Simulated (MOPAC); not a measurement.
# Excited-state calculation of BSi2PH8O (part 1 of 3)

- system: BSi2PH8O
- method: INDO/S, RHF (MOPAC 23.2.5)

The geometry was optimised with PM7.

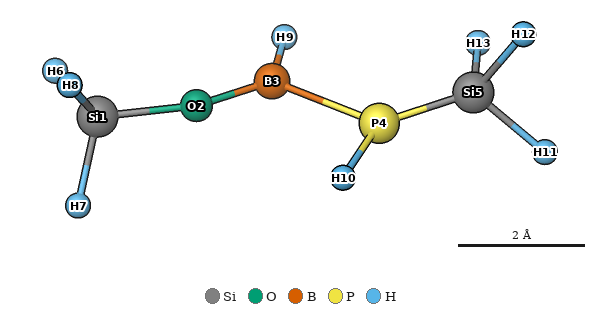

*The input geometry (ball-and-stick view, seen at a tilt; atoms are numbered from 1 in the order of the input).*

Bond lengths as drawn: B–H 1.19 Å, B–O 1.34 Å, B–P 2.09 Å, H–P 1.50 Å, H–Si 1.46 to 1.51 Å, O–Si 1.59 Å and P–Si 1.60 Å.

Results in brief

| quantity | value |
| --- | --- |
| outcome | converged |
| basis functions | 28 |
| HOMO | −8.03 eV |
| LUMO | 1.01 eV |
| dipole moment | 2.95 D |
| lowest excitation | 4.10 eV |
| hardware | 1 thread of Arm Neoverse N1, 54 GiB of memory available, shared host |
| peak memory | 0.12 GiB |

Remarks

MOPAC's energies along a path are heats of formation.

Input file (calc.mop)
```
INDO WRTCI=20 MAXCI=100 C.I.=20 1SCF CIS THREADS=1 AUX(PRECISION=6)
BH8OPSi2
[SiH3]OBP[SiH3]
Si    -2.452868 1     1.351249 1     1.337241 1
O     -1.119952 1     0.813104 1     0.653748 1
B      0.174192 1     0.606766 1     0.398661 1
P      0.733844 1    -0.585573 1    -1.225354 1
Si     2.203247 1    -1.098895 1    -1.582657 1
H     -2.156962 1     2.221232 1     2.468563 1
H     -3.210996 1     2.094666 1     0.338812 1
H     -3.225016 1     0.203566 1     1.796554 1
H      1.072495 1     1.082892 1     1.022037 1
H     -0.596070 1    -0.988105 1    -1.803248 1
H      2.810876 1    -0.935212 1    -2.948906 1
H      2.768319 1    -2.475786 1    -1.367872 1
H      3.207531 1    -0.322130 1    -0.769337 1
```

Launch command:
```bash
mopac calc.mop
```

What the program printed
```
MOPAC v23.2.5
INDO CALCULATION RESULTS

 *  INDO       - The INDO Hamiltonian to be used
 *  MAXCI =  100 maximum CI states computed
 *  WRTCI =   20 maximum CI states printed
 *  CIS        - C.I. USES 1 ELECTRON EXCITATIONS ONLY
 *  C.I.=20    - 20 M.O.S TO BE USED IN C.I.
 *  1SCF       - DO 1 SCF AND THEN STOP
 *  THREADS=1  - MULTI-THREADING NOT USED
 *  AUX        - OUTPUT AUXILIARY INFORMATION
 *  WARNING: Specified print options may not behave as expected with INDO
INDO WRTCI=20 MAXCI=100 C.I.=20 1SCF CIS THREADS=1 AUX(PRECISION=6)
 BH8OPSi2
 [SiH3]OBP[SiH3]
   ATOM   CHEMICAL          X               Y               Z
  NUMBER   SYMBOL      (ANGSTROMS)     (ANGSTROMS)     (ANGSTROMS)

     1      Si         -2.45286800  *   1.35124900  *   1.33724100  *
     2       O         -1.11995200  *   0.81310400  *   0.65374800  *
     3       B          0.17419200  *   0.60676600  *   0.39866100  *
     4       P          0.73384400  *  -0.58557300  *  -1.22535400  *
     5      Si          2.20324700  *  -1.09889500  *  -1.58265700  *
     6       H         -2.15696200  *   2.22123200  *   2.46856300  *
     7       H         -3.21099600  *   2.09466600  *   0.33881200  *
     8       H         -3.22501600  *   0.20356600  *   1.79655400  *
     9       H          1.07249500  *   1.08289200  *   1.02203700  *
    10       H         -0.59607000  *  -0.98810500  *  -1.80324800  *
    11       H          2.81087600  *  -0.93521200  *  -2.94890600  *
    12       H          2.76831900  *  -2.47578600  *  -1.36787200  *
    13       H          3.20753100  *  -0.32213000  *  -0.76933700  *

          CARTESIAN COORDINATES

    NO.       ATOM           X           Y           Z

     1        Si         -2.4529      1.3512      1.3372
     2         O         -1.1200      0.8131      0.6537
     3         B          0.1742      0.6068      0.3987
     4         P          0.7338     -0.5856     -1.2254
     5        Si          2.2032     -1.0989     -1.5827
     6         H         -2.1570      2.2212      2.4686
     7         H         -3.2110      2.0947      0.3388
     8         H         -3.2250      0.2036      1.7966
     9         H          1.0725      1.0829      1.0220
    10         H         -0.5961     -0.9881     -1.8032
    11         H          2.8109     -0.9352     -2.9489
    12         H          2.7683     -2.4758     -1.3679
    13         H          3.2075     -0.3221     -0.7693

           Empirical Formula: H8 O Si2 B P  =    13 atoms

      MOLECULAR POINT GROUP   :   C1

      RHF CALCULATION, NO. OF DOUBLY OCCUPIED LEVELS = 15

 Summary of symmetry occupancy in each shell:

 SHELL
    1   15
    v   13
 TOTAL  28

                     MOLECULAR ORBITALS

    ROOT NO.    1           2           3           4           5           6

           -40.88610   -27.68460   -22.92746   -20.21542   -18.84337   -17.20617

  S Si   1   0.26349    -0.05789     0.56946    -0.29924     0.22315    -0.11177
 PX Si   1   0.21461    -0.03138     0.03114     0.16345    -0.19975     0.30077
 PY Si   1  -0.08179     0.01079    -0.03161    -0.05062     0.15448    -0.11233
 PZ Si   1  -0.10377     0.01353    -0.03991    -0.06167     0.19878    -0.14267

  S  O   2   0.83339    -0.05027    -0.04439     0.13548    -0.14713     0.00725
 PX  O   2   0.03843     0.05352    -0.45928     0.00438     0.34337    -0.38202
 PY  O   2   0.01991    -0.03115     0.12885     0.04357     0.02150     0.17241
 PZ  O   2   0.02600    -0.04004     0.16439     0.06270     0.03302     0.21849

  S  B   3   0.28742     0.18999    -0.34239    -0.20435     0.36551     0.15383
 PX  B   3  -0.25744     0.07520     0.14293    -0.11330     0.10091     0.40547
 PY  B   3   0.04546    -0.06955    -0.00520     0.09074     0.10226     0.01578
 PZ  B   3   0.05603    -0.09038    -0.00194     0.12626     0.13569     0.02161

  S  P   4   0.04658     0.64140    -0.03088    -0.34009    -0.22717     0.04481
 PX  P   4  -0.02631     0.13968     0.13350     0.27334     0.17407     0.18238
 PY  P   4   0.01599    -0.03796    -0.07614    -0.07547     0.12203     0.13633
 PZ  P   4   0.02150    -0.01552    -0.08911    -0.07501     0.17241     0.18130

  S Si   5   0.00729     0.56695     0.19226     0.37619     0.09063    -0.10382
 PX Si   5  -0.00471    -0.16033     0.01559     0.23215     0.18746    -0.07727
 PY Si   5   0.00175     0.07740    -0.00876    -0.06912     0.03006     0.17228
 PZ Si   5   0.00205     0.05764    -0.01798    -0.06356     0.06648     0.18897

  S  H   6   0.05013    -0.01727     0.22156    -0.17049     0.25533    -0.14679

  S  H   7   0.05026    -0.01606     0.24272    -0.18570     0.14398    -0.14901

  S  H   8   0.05034    -0.01615     0.24316    -0.18410     0.14423    -0.14893

  S  H   9   0.06413     0.09008    -0.12441    -0.10338     0.35453     0.33929

  S  H  10   0.02290     0.19730    -0.04821    -0.28135    -0.29321    -0.18749

  S  H  11   0.00054     0.16718     0.09483     0.25937     0.05258    -0.18282

  S  H  12   0.00081     0.16092     0.08877     0.25700     0.07535    -0.16399

  S  H  13   0.00156     0.20471     0.07751     0.21877     0.17645     0.08029

    ROOT NO.    7           8           9          10          11          12

           -15.95860   -15.44038   -14.60254   -13.84307   -13.57818   -11.70673

  S Si   1  -0.00792    -0.00004     0.00008     0.00593     0.00768     0.00043
 PX Si   1   0.27786     0.00665     0.02028     0.19290     0.20012    -0.02192
 PY Si   1   0.18832     0.46401     0.13534     0.17975     0.09081    -0.25620
 PZ Si   1   0.25239    -0.35656     0.17309     0.16115     0.20990     0.15843

  S  O   2  -0.05464    -0.00053     0.05492     0.00883     0.00217    -0.00661
 PX  O   2   0.17193     0.00209     0.17675    -0.06436    -0.11807     0.05604
 PY  O   2   0.29865     0.41680    -0.01407    -0.01433    -0.01246     0.65077
 PZ  O   2   0.39572    -0.31704    -0.01712    -0.00309    -0.05781    -0.39725

  S  B   3  -0.03651    -0.00013    -0.19252    -0.02602     0.01426    -0.02493
 PX  B   3   0.03586     0.00261    -0.23625    -0.02600     0.01538    -0.01983
 PY  B   3   0.18398     0.13455    -0.04057    -0.15774    -0.09970     0.25007
 PZ  B   3   0.24253    -0.10171    -0.05765    -0.14042    -0.21361    -0.15302

  S  P   4   0.04631    -0.00007     0.09292     0.01557     0.01160     0.00514
 PX  P   4  -0.04839    -0.00389     0.43722    -0.15718    -0.24693    -0.01422
 PY  P   4  -0.19687     0.04288     0.02165    -0.11903     0.38281     0.01586
 PZ  P   4  -0.27877    -0.03025    -0.01226     0.33774     0.00543    -0.04703

  S Si   5  -0.01169     0.00042    -0.01573    -0.00089    -0.03191    -0.00103
 PX Si   5  -0.16947     0.01185    -0.30304     0.14462     0.35448     0.01984
 PY Si   5  -0.08918     0.02401     0.32302    -0.31187     0.31472    -0.02152
 PZ Si   5  -0.16375    -0.02764     0.18888     0.40221    -0.19996     0.09642

  S  H   6   0.30301     0.00138     0.20162     0.27664     0.27210    -0.04530

  S  H   7  -0.18778     0.41634    -0.05714    -0.11663    -0.20361    -0.29511

  S  H   8  -0.18331    -0.41971    -0.05969    -0.19062    -0.11074     0.34314

  S  H   9   0.14821     0.00207    -0.31463    -0.15411    -0.11194    -0.01415

  S  H  10   0.18669     0.00269    -0.28576     0.04833     0.11056     0.03525

  S  H  11   0.05609     0.02687    -0.21634    -0.33846     0.31198    -0.10025

  S  H  12  -0.00630    -0.01808    -0.32581     0.36820    -0.21922     0.04847

  S  H  13  -0.21138     0.00463     0.07160     0.13518     0.25069     0.06115

    ROOT NO.   13          14          15          16          17          18

           -11.66745    -9.92723    -8.02946     1.01238     1.14754     1.34466

  S Si   1   0.00344     0.02753    -0.00388     0.41915    -0.02048     0.50047
 PX Si   1  -0.08496     0.00965    -0.00661     0.05333    -0.00076    -0.07388
 PY Si   1  -0.04813    -0.06382     0.01019    -0.01512    -0.04452     0.02887
 PZ Si   1  -0.14670    -0.08893    -0.00094    -0.02012     0.03446     0.04252

  S  O   2  -0.03647    -0.07406     0.00897    -0.20717     0.00767    -0.05324
 PX  O   2   0.23106     0.23422    -0.00663    -0.00642    -0.00259     0.12103
 PY  O   2   0.13659     0.34181    -0.12537    -0.01436    -0.24828    -0.07955
 PZ  O   2   0.39599     0.48297     0.05544    -0.02417     0.19546    -0.07105

  S  B   3  -0.10991     0.07436    -0.02465     0.42296    -0.01140    -0.22862
 PX  B   3  -0.09237    -0.07473    -0.00260    -0.01775     0.00727    -0.08049
 PY  B   3   0.05097    -0.18850     0.11461    -0.09426     0.73163     0.12926
 PZ  B   3   0.14574    -0.25515    -0.03927    -0.10823    -0.56482     0.07600

  S  P   4  -0.00713     0.13732     0.05826    -0.34554    -0.03685     0.28820
 PX  P   4  -0.18854    -0.00196     0.07058    -0.00306    -0.01807     0.02859
 PY  P   4  -0.07648     0.27422     0.67543    -0.04973    -0.10357    -0.01660
 PZ  P   4  -0.14086     0.30629    -0.54249    -0.15587     0.10332     0.06766

  S Si   5  -0.02674    -0.02601    -0.01567     0.31995     0.05919    -0.33637
 PX Si   5   0.24076     0.00017    -0.00522    -0.07472    -0.01159     0.03683
 PY Si   5   0.22882    -0.11568    -0.13015    -0.00292    -0.03024     0.00505
 PZ Si   5   0.28806    -0.13929     0.09992    -0.01836     0.01782     0.01370

  S  H   6  -0.21015    -0.17300     0.00685    -0.25081     0.01264    -0.32992

  S  H   7   0.16335     0.07772     0.02237    -0.24667     0.07197    -0.31525

  S  H   8   0.05414     0.06645    -0.02459    -0.24513    -0.04703    -0.32244

  S  H   9  -0.05481    -0.29571     0.01548    -0.23423     0.00864     0.13815

  S  H  10   0.28529    -0.18868    -0.03133     0.13146     0.01941    -0.13858

  S  H  11  -0.19743     0.14240    -0.27597    -0.18970     0.00813     0.18578

  S  H  12  -0.12483     0.10394     0.31453    -0.16127    -0.07644     0.17054

  S  H  13   0.47566    -0.22168    -0.04573    -0.06953    -0.01195     0.11758

    ROOT NO.   19          20          21          22          23          24

             2.09484     3.43942     3.90030     3.90541     3.96598     4.03219

  S Si   1   0.08434     0.00550     0.00123     0.00341     0.00002    -0.00529
 PX Si   1  -0.09540    -0.08238    -0.08477    -0.39596     0.00306    -0.22087
 PY Si   1   0.04768     0.03881    -0.16592    -0.33894     0.58408    -0.03884
 PZ Si   1   0.05263     0.05145    -0.07911    -0.47685    -0.45600    -0.02874

  S  O   2   0.11670     0.08216    -0.01743    -0.00322    -0.00048     0.12312
 PX  O   2   0.11208     0.03212     0.00287     0.02631    -0.00009     0.04457
 PY  O   2   0.00615     0.01760     0.00977     0.04494    -0.09276     0.05513
 PZ  O   2  -0.01917     0.02439     0.00787     0.05993     0.07203     0.06459

  S  B   3  -0.45090    -0.08512     0.01976     0.03486    -0.00116    -0.14539
 PX  B   3  -0.03436     0.03632    -0.00606     0.01812    -0.00076     0.03895
 PY  B   3  -0.02779    -0.07078     0.05083     0.04219     0.05280    -0.15349
 PZ  B   3   0.06080    -0.09713     0.01623     0.06624    -0.04156    -0.18284

  S  P   4  -0.01173    -0.31017     0.04991     0.03391    -0.00014    -0.18572
 PX  P   4  -0.16172     0.34354    -0.03305    -0.00835    -0.00064     0.09781
 PY  P   4   0.22510     0.12676    -0.14763     0.03061    -0.02108     0.09776
 PZ  P   4   0.24839     0.15948     0.08488    -0.02954     0.01819     0.12331

  S Si   5   0.47318    -0.10318     0.02337     0.01047     0.00051    -0.04965
 PX Si   5   0.15485    -0.11277     0.14749     0.05358     0.00582    -0.37633
 PY Si   5  -0.01899     0.29956     0.57282    -0.09576     0.06045    -0.24354
 PZ Si   5   0.01872     0.28473    -0.40780     0.20827    -0.05932    -0.46157

  S  H   6  -0.08500    -0.03434     0.13351     0.49439     0.00351     0.07749

  S  H   7  -0.07093    -0.02022    -0.01154    -0.27541    -0.45936    -0.07802

  S  H   8  -0.06222    -0.02175    -0.11620    -0.24992     0.45665    -0.09579

  S  H   9   0.31926     0.07406    -0.02632    -0.06951     0.00192     0.17809

  S  H  10   0.04369     0.55626    -0.04956    -0.01716     0.00030     0.18896

  S  H  11  -0.22916     0.26421    -0.40808     0.14389    -0.05066    -0.18223

  S  H  12  -0.27741     0.26706     0.42970    -0.11494     0.04980    -0.00372

  S  H  13  -0.32636    -0.22212    -0.14209    -0.08111    -0.00259     0.48752

    ROOT NO.   25          26          27          28

             4.96712     5.50472     7.45418    10.46924

  S Si   1   0.07395    -0.01264    -0.01707     0.10242
 PX Si   1   0.53520    -0.06793    -0.06480     0.31614
 PY Si   1  -0.24290     0.05713     0.02480    -0.12884
 PZ Si   1  -0.30648     0.07431     0.03115    -0.16367

  S  O   2  -0.38789     0.04664    -0.00107     0.11660
 PX  O   2   0.11461    -0.06891    -0.06955     0.52615
 PY  O   2  -0.10188    -0.03883     0.03543    -0.12781
 PZ  O   2  -0.13309    -0.05388     0.04642    -0.16013

  S  B   3  -0.03957     0.08362     0.06200    -0.17303
 PX  B   3  -0.41817     0.21790    -0.11959     0.63230
 PY  B   3   0.07967     0.36798    -0.14800    -0.10432
 PZ  B   3   0.11029     0.49392    -0.20392    -0.13254

  S  P   4  -0.00440     0.11193     0.17837    -0.00793
 PX  P   4   0.12375     0.19508     0.53800     0.06997
 PY  P   4   0.13847     0.21634    -0.16790    -0.08324
 PZ  P   4   0.18731     0.32456    -0.13777    -0.10201

  S Si   5  -0.00755    -0.00480    -0.14258    -0.03016
 PX Si   5  -0.05353     0.08680     0.57032     0.08754
 PY Si   5  -0.05839    -0.14751    -0.22050    -0.03396
 PZ Si   5  -0.07055    -0.17017    -0.14948    -0.02681

  S  H   6   0.14173    -0.04817    -0.00779     0.04494

  S  H   7   0.09006    -0.00345    -0.01000     0.03875

  S  H   8   0.08782    -0.00401    -0.00982     0.03863

  S  H   9   0.15272    -0.44379     0.13108    -0.12857

  S  H  10   0.15728     0.25123     0.18166     0.01208

  S  H  11  -0.01750    -0.09763    -0.15923    -0.02201

  S  H  12  -0.01225    -0.08363    -0.18058    -0.02175

  S  H  13   0.05660     0.03637    -0.10320    -0.01399

 Reference determinate nber   1 is ALPHA 1 -  15
 SINGLE excitations FROM orbs   6 to  15 INTO orbs  16 to  25

 CI excitations=  100:        =100
 The lowest  100 spin-adapted configurations of multiplicity=  1
     sym   eV   cm**-1 -dets- dipole oscilator X FRAG ....Excitations named from first reference determinate
                       tot  #  Debye  strength
```
